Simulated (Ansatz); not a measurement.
# Geometry relaxation, with input and output: AlBH3O2F (part 1 of 2)

System: AlBH3O2F, SMILES B[O][Al]([OH])[F].
Method: RKS PBE-D4/def2-SVP (Ansatz 0.2.0).

It belongs to a series of runs on one base structure; here: end point B relaxed. Figures and captions count atoms from 1; the log counts them from 0 in places.

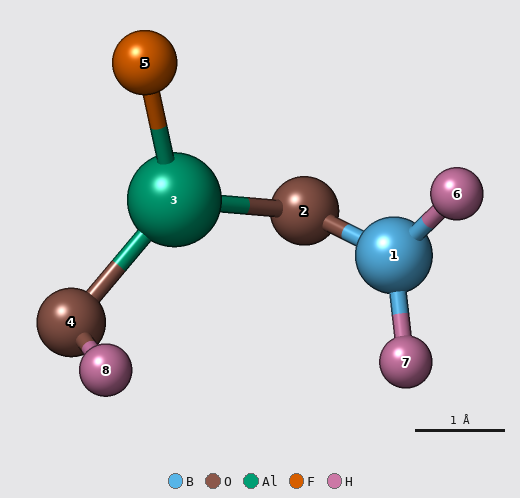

**Figure 1.** The input geometry (ball-and-stick view, seen at a tilt; atoms are numbered from 1 in the order of the input). Sticks mark near contacts. Bond lengths as drawn: Al–F 1.81 Å, Al–O 1.80 to 1.84 Å, B–H 1.21 to 1.22 Å, B–O 1.39 Å and H–O 1.03 Å.

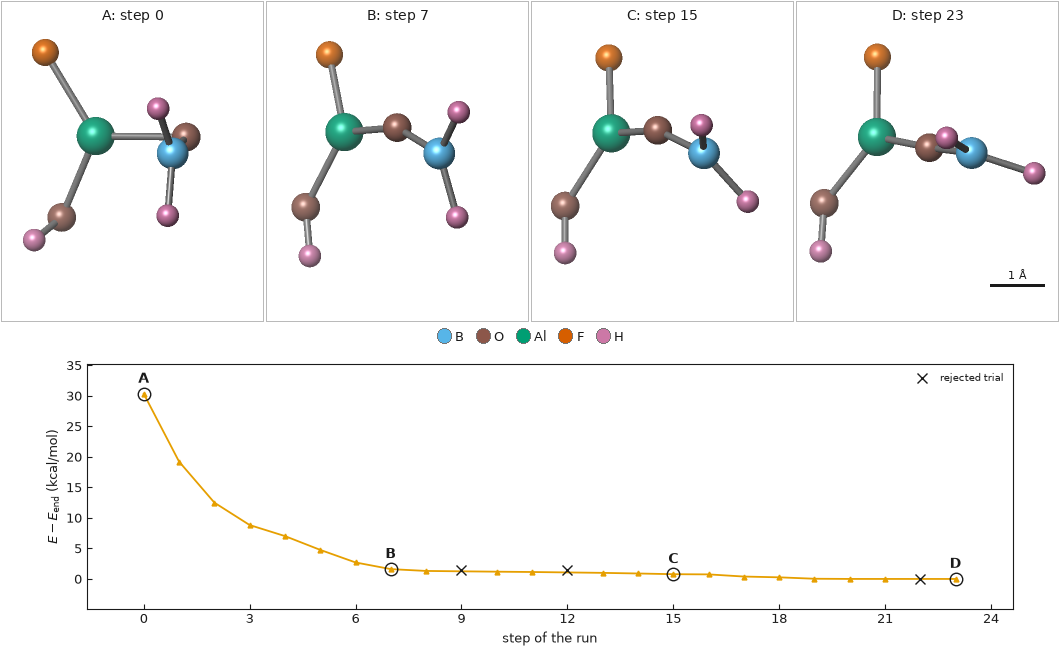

**Figure 2.** Frames of the relaxation (ball-and-stick view, seen at a tilt) above the curves, on which the letters mark them (the first geometry is step 0 here and step 1 in the log).

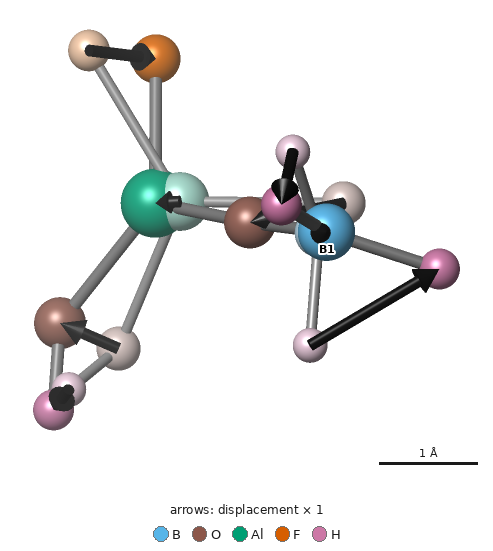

**Figure 3.** Start (faint) and end (solid) with the displacements as black arrows, at true length (ball-and-stick view, seen at a tilt). The two geometries are laid on each other by the best rigid fit. H7 moves most after the best rigid fit: 1.55 Å. Largest moves by element: H 1.55 Å, O 1.12 Å, F 1.01 Å, B 0.30 Å, Al 0.27 Å. Among the contacts that change: Al3–F5 1.811 → 1.663 Å, O2–Al3 1.843 → 1.702 Å, Al3–O4 1.804 → 1.698 Å, O4–H8 1.026 → 0.969 Å. Among the angles that change: B1–O2–Al3 103.7° → 177.5°, Al3–O4–H8 101.0° → 123.7°, H6–B1–H7 114.8° → 121.4°. Over 23 geometry steps the energy falls by 30.3 kcal/mol. Largest force component: 3 eV/Å at the start, 0.0052 eV/Å at the end. The line search rejected the trial steps at points 9, 12, 22 (counted from 0) and went back. (Atoms are counted from 1 in the order of the input.)

The input and output of the run follow.

**Input file**
```yaml
crystal:
  periodic: [false, false, false]
  atoms:
    - { symbol: B, position_ang: [-0.1913, 1.5326, 0.1147] }
    - { symbol: O, position_ang: [1.019, 0.8523, 0.2373] }
    - { symbol: Al, position_ang: [2.18137, 2.13704, 0.86496] }
    - { symbol: O, position_ang: [3.16738, 3.07841, -0.31653] }
    - { symbol: F, position_ang: [2.42712, 2.34621, 2.64651] }
    - { symbol: H, position_ang: [-0.9808, 1.6684, 1.0196] }
    - { symbol: H, position_ang: [-0.4637, 2.152, -0.8966] }
    - { symbol: H, position_ang: [2.56171, 3.89211, -0.47253] }
basis:
  gaussian: { orbitals: def2-SVP }
hamiltonian:
  xc: pbe
  dispersion: d4
relax:
  f_tol: 0.015
  max_steps: 40
```

Run as:
```bash
ansatz run input.yaml --threads 1 --pin off --max-ram 2048MiB --backend cpu --events-out ev --progress --plain --runs-dir out
```

**The program's output**
```
The last accepted step is kept in [file] (removed where the run ends without a failure and the disk answers)
Engine: ansatz 0.2.0, aarch64-unknown-linux-gnu
Functional definition: PBE
  parameter kappa = 0.804
  parameter beta = 0.06672455060314922
  exchange = pbe_x(kappa = kappa, mu = beta*pi^2/3)
  correlation = pbe_c(beta = beta)
955 factors; their error is unknown
mean field evaluation 1: about -14104.8741 eV, gradient 8.2e1 eV
mean field evaluation 2: about -14028.6904 eV, gradient 2.0e2 eV
mean field evaluation 4: about -14116.5401 eV, gradient 2.3e1 eV
mean field evaluation 8: about -14117.4203 eV, gradient 1.4e-1 eV
mean field evaluation 16: about -14117.3823 eV, gradient 8.1e-5 eV
mean field -14117.38225443 eV, -518.8042287450 hartree, gradient 8.1e-5 eV, S^2 0.000000; 0 other end points of the search recorded, 0 dependent functions left out
the calculation of the forces begins
reference -14117.38229685 eV, -518.8042303040 hartree; 23, 23 occupied and 66, 66 virtual orbitals, 955 factors
relax step   1: F+E_penalty+E_count = -14117.50850820 eV  Δ(F+E_penalty+E_count) = +0.000e0 eV  max|allowed force component| = 3.013e0 eV/Å  Δτ_max = 0.0000 Å  (26 SCF iters, accepted)
these checks for a lower state are left out or cut short: starts, cluster_reference, orbital_swaps, neighbouring_geometries, increment
955 factors; their error is unknown
mean field -14117.86291441 eV, -518.8218926734 hartree, gradient 2.4e-5 eV, S^2 0.000000; 0 other end points of the search recorded, 0 dependent functions left out
[... from here on the field's lines of each further geometry are left out, up to the last ...]
relax step   2: F+E_penalty+E_count = -14117.99015858 eV  Δ(F+E_penalty+E_count) = -4.817e-1 eV  max|allowed force component| = 1.801e0 eV/Å  Δτ_max = 0.1042 Å  (29 SCF iters, accepted)
relax step   3: F+E_penalty+E_count = -14118.28152799 eV  Δ(F+E_penalty+E_count) = -2.914e-1 eV  max|allowed force component| = 1.176e0 eV/Å  Δτ_max = 0.1934 Å  (32 SCF iters, accepted)
relax step   4: F+E_penalty+E_count = -14118.44091331 eV  Δ(F+E_penalty+E_count) = -1.594e-1 eV  max|allowed force component| = 5.066e-1 eV/Å  Δτ_max = 0.1998 Å  (33 SCF iters, accepted)
relax step   5: F+E_penalty+E_count = -14118.51935254 eV  Δ(F+E_penalty+E_count) = -7.844e-2 eV  max|allowed force component| = 9.748e-1 eV/Å  Δτ_max = 0.1966 Å  (33 SCF iters, accepted)
relax step   6: F+E_penalty+E_count = -14118.61742349 eV  Δ(F+E_penalty+E_count) = -9.807e-2 eV  max|allowed force component| = 5.136e-1 eV/Å  Δτ_max = 0.2000 Å  (32 SCF iters, accepted)
relax step   7: F+E_penalty+E_count = -14118.70668365 eV  Δ(F+E_penalty+E_count) = -8.926e-2 eV  max|allowed force component| = 3.878e-1 eV/Å  Δτ_max = 0.2000 Å  (34 SCF iters, accepted)
relax step   8: F+E_penalty+E_count = -14118.75405085 eV  Δ(F+E_penalty+E_count) = -4.737e-2 eV  max|allowed force component| = 8.823e-2 eV/Å  Δτ_max = 0.1994 Å  (33 SCF iters, accepted)
relax step   9: F+E_penalty+E_count = -14118.76702383 eV  Δ(F+E_penalty+E_count) = -1.297e-2 eV  max|allowed force component| = 4.733e-2 eV/Å  Δτ_max = 0.1996 Å  (28 SCF iters, accepted)
relax step  10: F+E_penalty+E_count = -14118.76164787 eV  Δ(F+E_penalty+E_count) = +5.376e-3 eV  max|allowed force component| = 4.423e-1 eV/Å  Δτ_max = 0.1964 Å  (28 SCF iters, rejected (line search))
relax step  11: F+E_penalty+E_count = -14118.77230880 eV  Δ(F+E_penalty+E_count) = -5.285e-3 eV  max|allowed force component| = 5.069e-2 eV/Å  Δτ_max = 0.0981 Å  (27 SCF iters, accepted)
relax step  12: F+E_penalty+E_count = -14118.77451682 eV  Δ(F+E_penalty+E_count) = -2.208e-3 eV  max|allowed force component| = 2.380e-1 eV/Å  Δτ_max = 0.0988 Å  (28 SCF iters, accepted)
relax step  13: F+E_penalty+E_count = -14118.76233001 eV  Δ(F+E_penalty+E_count) = +1.219e-2 eV  max|allowed force component| = 6.645e-1 eV/Å  Δτ_max = 0.1465 Å  (28 SCF iters, rejected (line search))
relax step  14: F+E_penalty+E_count = -14118.78064300 eV  Δ(F+E_penalty+E_count) = -6.126e-3 eV  max|allowed force component| = 1.014e-1 eV/Å  Δτ_max = 0.0732 Å  (28 SCF iters, accepted)
relax step  15: F+E_penalty+E_count = -14118.78511538 eV  Δ(F+E_penalty+E_count) = -4.472e-3 eV  max|allowed force component| = 1.030e-1 eV/Å  Δτ_max = 0.0750 Å  (28 SCF iters, accepted)
relax step  16: F+E_penalty+E_count = -14118.79011053 eV  Δ(F+E_penalty+E_count) = -4.995e-3 eV  max|allowed force component| = 1.857e-1 eV/Å  Δτ_max = 0.1094 Å  (28 SCF iters, accepted)
relax step  17: F+E_penalty+E_count = -14118.79147187 eV  Δ(F+E_penalty+E_count) = -1.361e-3 eV  max|allowed force component| = 3.954e-1 eV/Å  Δτ_max = 0.1452 Å  (28 SCF iters, accepted)
relax step  18: F+E_penalty+E_count = -14118.80679547 eV  Δ(F+E_penalty+E_count) = -1.532e-2 eV  max|allowed force component| = 1.851e-1 eV/Å  Δτ_max = 0.2000 Å  (26 SCF iters, accepted)
relax step  19: F+E_penalty+E_count = -14118.81236833 eV  Δ(F+E_penalty+E_count) = -5.573e-3 eV  max|allowed force component| = 6.483e-1 eV/Å  Δτ_max = 0.1998 Å  (34 SCF iters, accepted)
relax step  20: F+E_penalty+E_count = -14118.82245249 eV  Δ(F+E_penalty+E_count) = -1.008e-2 eV  max|allowed force component| = 5.381e-2 eV/Å  Δτ_max = 0.1181 Å  (29 SCF iters, accepted)
relax step  21: F+E_penalty+E_count = -14118.82376527 eV  Δ(F+E_penalty+E_count) = -1.313e-3 eV  max|allowed force component| = 1.342e-2 eV/Å  Δτ_max = 0.0371 Å  (27 SCF iters, accepted)
relax step  22: F+E_penalty+E_count = -14118.82383897 eV  Δ(F+E_penalty+E_count) = -7.370e-5 eV  max|allowed force component| = 2.420e-2 eV/Å  Δτ_max = 0.0241 Å  (28 SCF iters, accepted)
relax step  23: F+E_penalty+E_count = -14118.82240434 eV  Δ(F+E_penalty+E_count) = +1.435e-3 eV  max|allowed force component| = 1.150e-1 eV/Å  Δτ_max = 0.0346 Å  (27 SCF iters, rejected (line search))
the calculation of the forces begins
reference -14118.69516133 eV, -518.8524771837 hartree; 23, 23 occupied and 66, 66 virtual orbitals, 955 factors
relax step  24: F+E_penalty+E_count = -14118.82392108 eV  Δ(F+E_penalty+E_count) = -8.211e-5 eV  max|allowed force component| = 5.223e-3 eV/Å  Δτ_max = 0.0088 Å  (27 SCF iters, accepted)
955 factors; their error is unknown
mean field evaluation 192: about -14118.7120 eV, gradient 3.0e0 eV
mean field -14118.69511937 eV, -518.8524756415 hartree, gradient 2.7e-5 eV, S^2 0.000000; 1 other end points of the search recorded, 0 dependent functions left out
the calculation of the forces begins
reference -14118.69516133 eV, -518.8524771837 hartree; 23, 23 occupied and 66, 66 virtual orbitals, 955 factors
Total energy: -14118.82396305 eV, -518.8572105593 hartree
Atom 0 at    -0.460413     1.472670     0.093254 Å, force     0.005223     0.001684     0.001061 eV/Å
Atom 1 at     0.771989     1.889513     0.437241 Å, force     0.001661     0.000006     0.001680 eV/Å
Atom 2 at     2.331362     2.365218     0.927302 Å, force    -0.003308    -0.000241    -0.002314 eV/Å
Atom 3 at     3.194088     3.639492     0.210218 Å, force    -0.001425     0.000064     0.000895 eV/Å
Atom 4 at     3.049755     1.535424     2.176965 Å, force    -0.000824    -0.000237    -0.001119 eV/Å
Atom 5 at    -1.435599     1.968309     0.642347 Å, force    -0.001127     0.000372    -0.000258 eV/Å
Atom 6 at    -0.582879     0.612487    -0.768863 Å, force    -0.000756    -0.000954    -0.000069 eV/Å
Atom 7 at     2.852477     4.175957    -0.521055 Å, force     0.000556    -0.000694     0.000123 eV/Å
Dipole moment:    -0.034187     0.305298    -0.318184 e Å
```

**Trajectory as extended XYZ (Å, eV, eV/Å), 24 frames, from step=1 to step=24**
```
8
Properties=species:S:1:pos:R:3:forces:R:3 step=1 energy=-14117.50851
B    -0.1913    1.5326    0.1147    0.7002  -0.4712  -0.2256
O     1.0190    0.8523    0.2373    0.0755   2.2757   0.8685
Al    2.1814    2.1370    0.8650    0.7954  -0.4565   1.1522
O     3.1674    3.0784   -0.3165   -2.4222   0.6551   1.1276
F     2.4271    2.3462    2.6465   -0.4726  -0.3787  -3.0126
H    -0.9808    1.6684    1.0196   -0.1325  -0.2903   0.5045
H    -0.4637    2.1520   -0.8966    0.0852  -0.0443  -0.4293
H     2.5617    3.8921   -0.4725    1.3711  -1.2898   0.0146
8
Properties=species:S:1:pos:R:3:forces:R:3 step=2 energy=-14117.99016
B    -0.2087    1.5874    0.1345   -0.2027  -0.8605  -0.3548
O     1.0023    0.9456    0.2806    0.4948   1.7379   0.6623
Al    2.2438    2.1143    0.8584    0.1562  -0.1458   0.5989
O     3.1764    3.0874   -0.2835   -1.2965   0.0224   0.7970
F     2.4263    2.3434    2.5722   -0.1503  -0.3318  -1.8010
H    -1.0390    1.5868    1.0424    0.1702   0.0522   0.0452
H    -0.5108    2.0929   -0.9507    0.1473   0.0644   0.1214
H     2.6304    3.9012   -0.4565    0.6809  -0.5387  -0.0690
8
Properties=species:S:1:pos:R:3:forces:R:3 step=3 energy=-14118.28153
B    -0.3068    1.5188    0.1128    0.5814  -0.0150   0.2660
O     0.9926    1.1122    0.3695   -1.1761   0.6054  -0.2096
Al    2.2023    2.2282    0.8749    0.2913  -0.6079  -0.4844
O     3.1939    3.0815   -0.2199   -0.3216   0.4032  -0.0040
F     2.5190    2.2695    2.4881    0.1211   0.0983   0.7345
H    -1.1258    1.4861    1.0609    0.2116  -0.1069  -0.5847
H    -0.5719    2.0208   -1.0046   -0.0260  -0.3436   0.4661
H     2.8175    3.9418   -0.4843    0.3183  -0.0335  -0.1841
8
Properties=species:S:1:pos:R:3:forces:R:3 step=4 energy=-14118.44091
B    -0.3519    1.5225    0.1281   -0.5066   0.0118  -0.1751
O     0.9329    1.2473    0.4479   -0.3005   0.1086   0.1008
Al    2.2458    2.2446    0.8869    0.2514  -0.3326   0.2711
O     3.2072    3.1013   -0.2078    0.0906   0.0453  -0.0674
F     2.6481    2.2418    2.4987    0.0538   0.0065   0.1844
H    -1.2619    1.3766    0.9639    0.3241  -0.0611  -0.2370
H    -0.6125    1.9599   -1.0022    0.0084  -0.1020   0.2013
H     2.9131    3.9650   -0.5181    0.0787   0.3235  -0.2781
8
Properties=species:S:1:pos:R:3:forces:R:3 step=5 energy=-14118.51935
B    -0.4320    1.5231    0.1237    0.4509  -0.2838   0.2218
O     0.8713    1.3820    0.5448   -0.9748   0.3526  -0.1076
Al    2.3033    2.2540    0.9193   -0.1438  -0.0875   0.2515
O     3.2355    3.1267   -0.1908   -0.0911   0.6970  -0.3127
F     2.7839    2.2116    2.5202   -0.0015  -0.0846  -0.1699
H    -1.3865    1.2526    0.8760    0.4731   0.0274  -0.1289
H    -0.6744    1.9057   -1.0198    0.1082   0.0248   0.0592
H     3.0198    4.0033   -0.5759    0.1791  -0.6459   0.1866
```
